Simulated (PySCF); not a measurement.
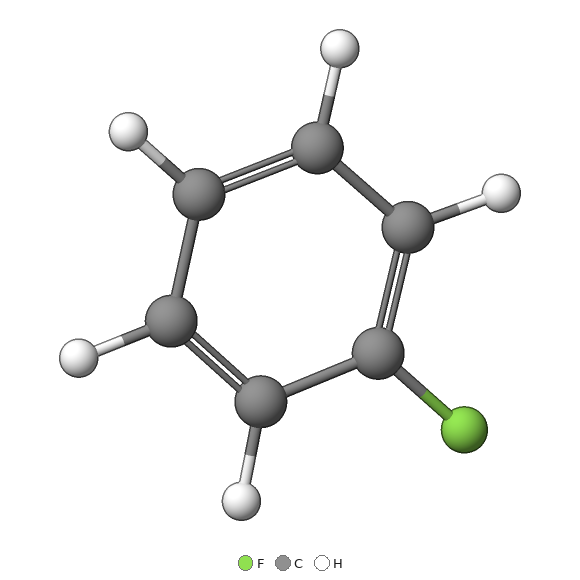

The picture shows a molecular structure as a ball-and-stick model. Double and triple bonds are drawn as two and three sticks.

The computed structure is the end point of a PBE0-D3(BJ)/def2-SVP optimisation. No frequency run is at hand to confirm it as a minimum.

Question: Count the atoms of each element.

Answer: C₆H₅F, 12 atoms: 6 carbon, 5 hydrogen and 1 fluorine.

Question: Name some functional groups or characteristic bonds that it holds.

Answer: Among them: C–F bond.

The parts below concern this one geometry. Atoms keep their numbers from picture to picture.

Symmetry

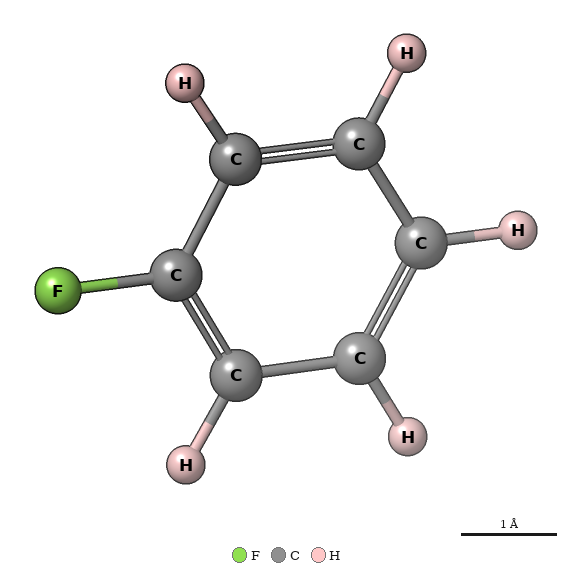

Depth is shown by fading: the farther an atom, the more it takes the colour of the background. No frequency run is at hand to confirm it as a minimum. Masses are those of the most abundant isotopes; constants are for the rigid equilibrium geometry.

Question: Classify the rotor and give the rotational constants (cm⁻¹).

Answer: An asymmetric top (C2v): A = 0.190, B = 0.0858, C = 0.0591 cm⁻¹. Ray's parameter κ is −0.59, nearer the prolate limit.

Electronic properties

No frequency run is at hand to confirm it as a minimum. Level of theory: WP04/pcSseg-1 in chloroform (IEF-PCM) (PySCF 2.14.0).

Question: What is the dipole moment?

Answer: 1.95 D.

Question: Estimate the HOMO energy (Kohn–Sham orbital).

Answer: −8.37 eV.

Question: What is the HOMO–LUMO gap?

Answer: 5.79 eV.

Ring current

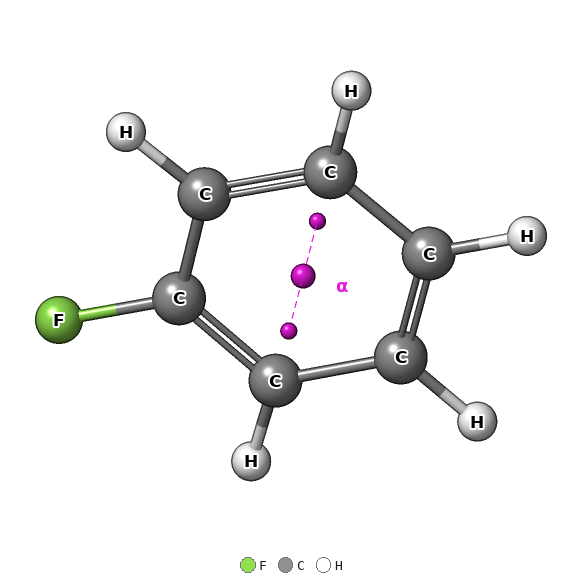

The small points mark where nucleus-independent chemical shifts (NICS) were computed: at the centre of each lettered ring and 1 Å above and below it. No frequency run is at hand to confirm it as a minimum. Method: GIAO PBE0/pcSseg-1 NMR shielding, non-relativistic, IEF-PCM chloroform (PySCF 2.14.0).

Give NICS(0), NICS(1) and the out-of-plane component NICS(1)zz for each ring (means of the two sides).

```json
{"ring": "α", "members": "C6", "NICS(0)": "−10.2", "NICS(1)": "−11.6", "NICS(1)zz": "−28.7"}
```

Values in ppm.

Question: What do the values say about the ring currents?

Answer: Ring α: diatropic, as in an aromatic ring. NICS is one index among several.

Charges

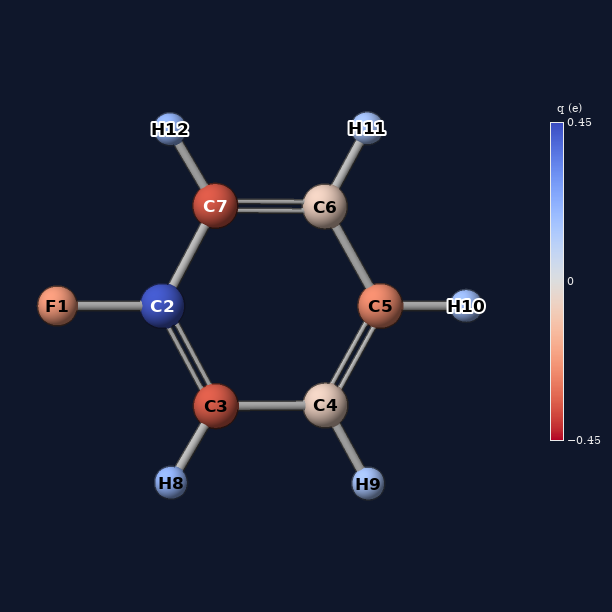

Atoms are coloured by their ESP-fitted charges. No frequency run is at hand to confirm it as a minimum. Properties computed with PBE0/pcSseg-1 in chloroform (IEF-PCM) (PySCF 2.14.0).

Give the ESP-fitted charges atom by atom.

| atom | value (e) |
| --- | --- |
| F1 | −0.22 |
| C2 | 0.42 |
| C3 | −0.34 |
| C4 | −0.07 |
| C5 | −0.25 |
| C6 | −0.07 |
| C7 | −0.35 |
| H8 | 0.20 |
| H9 | 0.15 |
| H10 | 0.17 |
| H11 | 0.15 |
| H12 | 0.20 |
